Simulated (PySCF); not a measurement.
## CH₆GaN: single-point calculation

The run: single-point calculation of CH₆GaN, SMILES [CH3][GaH][NH2]. Method and program: B3LYP/6-31G*, RKS (PySCF 2.14.0).

The geometry comes from this level: PBE0-D4/def2-TZVP.

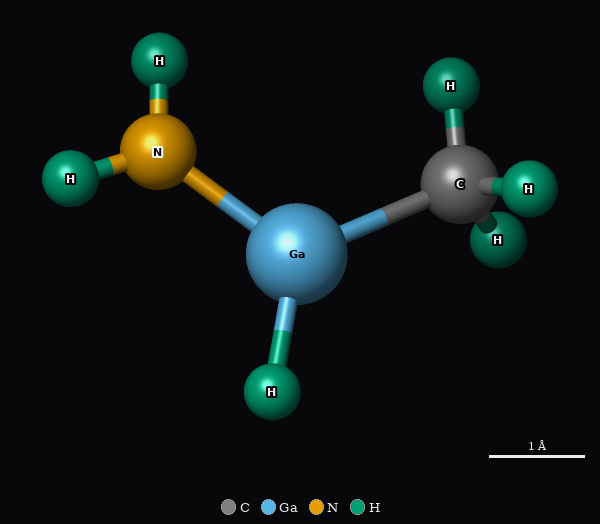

Fig. 1: The input geometry (ball-and-stick view, seen at a tilt). Sticks mark near contacts. Bond lengths as drawn: C–Ga 1.96 Å, C–H 1.09 Å, Ga–H 1.57 Å, Ga–N 1.82 Å and H–N 1.01 Å.

**Key numbers**

- outcome: converged
- total energy: −2021.101709 hartree
- basis functions: 72
- HOMO: −6.67 eV
- LUMO: −0.36 eV
- dipole moment: 1.02 D
- hardware: 1 thread of Intel Xeon @ 2.70GHz, 189 GiB of memory available, shared host
- wall time: 17 s
- peak memory: 0.38 GiB

**Input file (job.py)**
```python
from pyscf import gto, dft

mol = gto.M(
    atom='''
C   -0.279100   0.944700  -1.124800
Ga   0.513400  -0.531900  -0.104400
N   -0.068200  -0.807600   1.596800
H   -0.756000   0.568300  -2.033100
H    0.493400   1.652200  -1.435600
H   -1.026300   1.483500  -0.540100
H    1.617900  -1.521300  -0.608700
H    0.276500  -1.536600   2.197700
H   -0.771600  -0.251300   2.052200
''',
    charge=0,
    max_memory=1860,
    basis='6-31g*',
    verbose=4,
)

myscf = dft.RKS(mol, xc='b3lyp')
myscf.grids.level = 5
myscf.conv_tol = 1e-10
myscf.kernel()
if not myscf.converged:
    myscf = myscf.newton().run(myscf.mo_coeff, myscf.mo_occ)

energy = myscf.e_tot
print('E = %.10f Eh' % energy)
```

Launched with:
```bash
OMP_NUM_THREADS=1 python job.py
```

**Log**
```
PySCF version 2.14.0

[INPUT] num. atoms = 9
[INPUT] num. electrons = 50
[INPUT] charge = 0
[INPUT] spin (= nelec alpha-beta = 2S) = 0
[INPUT] symmetry False subgroup None
[INPUT] Mole.unit = angstrom
[INPUT] Symbol           X                Y                Z      unit          X                Y                Z       unit  Magmom
[INPUT]  1 C     -0.279100000000   0.944700000000  -1.124800000000 AA   -0.527422561366   1.785224269877  -2.125563944911 Bohr   0.0
[INPUT]  2 Ga     0.513400000000  -0.531900000000  -0.104400000000 AA    0.970185392352  -1.005145325656  -0.197287407405 Bohr   0.0
[INPUT]  3 N     -0.068200000000  -0.807600000000   1.596800000000 AA   -0.128879321695  -1.526142818199   3.017514675705 Bohr   0.0
[INPUT]  4 H     -0.756000000000   0.568300000000  -2.033100000000 AA   -1.428632950171   1.073931356590  -3.842002183853 Bohr   0.0
[INPUT]  5 H      0.493400000000   1.652200000000  -1.435600000000 AA    0.932390869860   3.122205503006  -2.712890824426 Bohr   0.0
[INPUT]  6 H     -1.026300000000   1.483500000000  -0.540100000000 AA   -1.939425921641   2.803408705792  -1.020641079878 Bohr   0.0
[INPUT]  7 H      1.617900000000  -1.521300000000  -0.608700000000 AA    3.057387896934  -2.874840353301  -1.150276292023 Bohr   0.0
[INPUT]  8 H      0.276500000000  -1.536600000000   2.197700000000 AA    0.522509273442  -2.903753163007   4.153051103957 Bohr   0.0
[INPUT]  9 H     -0.771600000000  -0.251300000000   2.052200000000 AA   -1.458112677714  -0.474888175103   3.878095952832 Bohr   0.0

nuclear repulsion = 188.630644617127
number of shells = 36
number of NR pGTOs = 173
number of NR cGTOs = 72
basis = 6-31g*
ecp = {}

******** <class 'pyscf.dft.rks.RKS'> ********
method = RKS
initial guess = minao
damping factor = 0
level_shift factor = 0
DIIS = <class 'pyscf.scf.diis.CDIIS'>
diis_start_cycle = 1
diis_space = 8
diis_damp = 0
SCF conv_tol = 1e-10
SCF conv_tol_grad = None
SCF max_cycles = 50
direct_scf = True
direct_scf_tol = 1e-13
XC library pyscf.dft.libxc version 7.0.0
    S. Lehtola, C. Steigemann, M. J.T. Oliveira, and M. A.L. Marques.,  SoftwareX 7, 1–5 (2018)
XC functionals = b3lyp
    P. J. Stephens, F. J. Devlin, C. F. Chabalowski, and M. J. Frisch.,  J. Phys. Chem. 98, 11623 (1994)
radial grids:
    Treutler-Ahlrichs [JCP 102, 346 (1995); DOI:10.1063/1.469408] (M4) radial grids

becke partition: Becke, JCP 88, 2547 (1988); DOI:10.1063/1.454033
pruning grids: <function nwchem_prune>
grids dens level: 5
symmetrized grids: False
atomic radii adjust function: <function treutler_atomic_radii_adjust>
small_rho_cutoff = 0
Set gradient conv threshold to 1e-05
Initial guess from minao.
tot grids = 271608
init E= -2020.56170217754
  HOMO = -0.315035012425731  LUMO = -0.0550455162326808  gap/eV = 7.07467
cycle= 1 E= -2020.99356088113  delta_E= -0.432  |g|= 0.774  |ddm|= 2.69
  HOMO = -0.142535517341126  LUMO = 0.0114656713724073  gap/eV = 4.19059
cycle= 2 E= -2020.76668420155  delta_E= 0.227  |g|= 1.27  |ddm|= 1.44
  HOMO = -0.262803931223436  LUMO = -0.0131147301322696  gap/eV = 6.79439
cycle= 3 E= -2021.09195767996  delta_E= -0.325  |g|= 0.194  |ddm|= 1.04
  HOMO = -0.243789178027263  LUMO = -0.0123682058271992  gap/eV = 6.29729
cycle= 4 E= -2021.10142001996  delta_E= -0.00946  |g|= 0.036  |ddm|= 0.179
  HOMO = -0.244686396559617  LUMO = -0.014240657885098  gap/eV = 6.27075
cycle= 5 E= -2021.101691713  delta_E= -0.000272  |g|= 0.00713  |ddm|= 0.0472
  HOMO = -0.244771955953443  LUMO = -0.0131429133827941  gap/eV = 6.30295
cycle= 6 E= -2021.10170844863  delta_E= -1.67e-05  |g|= 0.00139  |ddm|= 0.0124
  HOMO = -0.245120005151848  LUMO = -0.0132443403228049  gap/eV = 6.30966
cycle= 7 E= -2021.10170881442  delta_E= -3.66e-07  |g|= 0.000599  |ddm|= 0.00151
  HOMO = -0.245144981979308  LUMO = -0.0132410147947333  gap/eV = 6.31043
cycle= 8 E= -2021.10170889066  delta_E= -7.62e-08  |g|= 7.41e-05  |ddm|= 0.000522
  HOMO = -0.245143422664412  LUMO = -0.0132410078186149  gap/eV = 6.31039
cycle= 9 E= -2021.10170889198  delta_E= -1.32e-09  |g|= 1.32e-05  |ddm|= 8.39e-05
  HOMO = -0.245141490329537  LUMO = -0.0132415724843238  gap/eV = 6.31032
cycle= 10 E= -2021.10170889203  delta_E= -5.55e-11  |g|= 2.18e-06  |ddm|= 1.92e-05
  HOMO = -0.245140506788226  LUMO = -0.0132413184204108  gap/eV = 6.31030
```

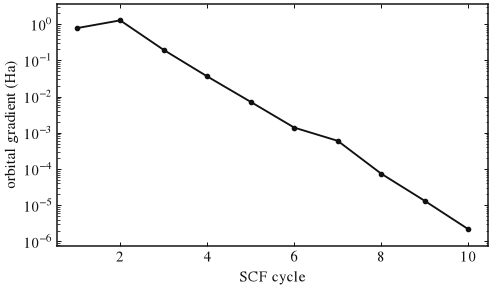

Fig. 2: Convergence of the self-consistent field: orbital gradient against the SCF cycle. The residual falls almost steadily, with no more than small rises.

```
Extra cycle  E= -2021.10170889202  delta_E= 9.55e-12  |g|= 3.47e-06  |ddm|= 5.15e-06
converged SCF energy = -2021.10170889202
E = -2021.1017088920 Eh
```

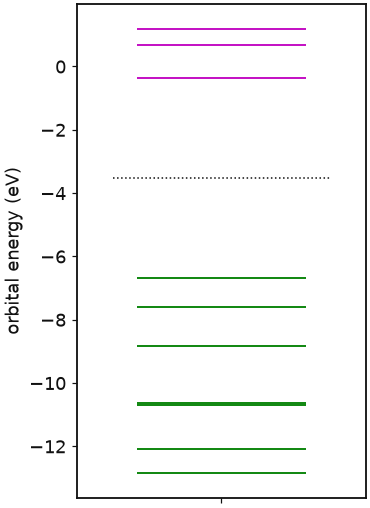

Fig. 3: Orbital energies near the frontier; the dotted line parts filled from empty levels, and levels within 0.02 eV of each other stand side by side. Highest filled −6.67 eV, lowest empty −0.36 eV, 6.31 eV apart.
